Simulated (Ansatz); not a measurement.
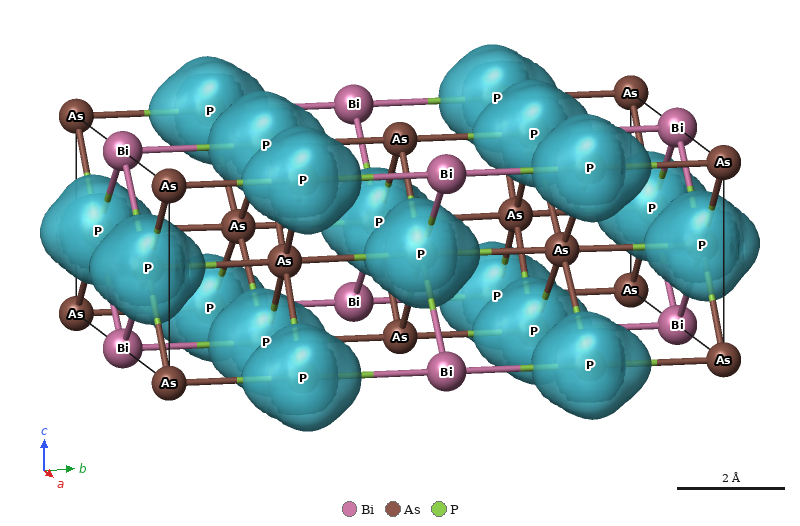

*BiAs₃P₄. Isosurface of the ELF at 0.75 (cyan), seen slightly off an axis. Only the valence region is drawn (cores and ρ < 0.01 e/Å³ removed). Sticks mark near contacts.*

Space group Cmmm; a structure from a database of computed crystals, not necessarily the ambient phase; started from the CaCd3O4-65 prototype, which need not be the ambient phase.

Method: Ansatz, DFT, r2SCAN+rVV10, plane waves, PAW.

In a PAW calculation such maps are meaningful between the atoms, not at the nuclei.

> What do the ELF domains correspond to?

At this value the surface marks out eight regions wrapped around P (the valence shell of each), counted in one cell of 16 atoms. Any copies at cell faces, edges or corners count once. Along the contacts the grid gives the following. As–P (2.57 Å): the ELF peaks at about 0.85 between the atoms. Bi–P (2.77 Å): the ELF peaks at about 0.85 in the valence shell of P, 0.8 Å from its nucleus, and drops to about 0.40 between the two atoms.
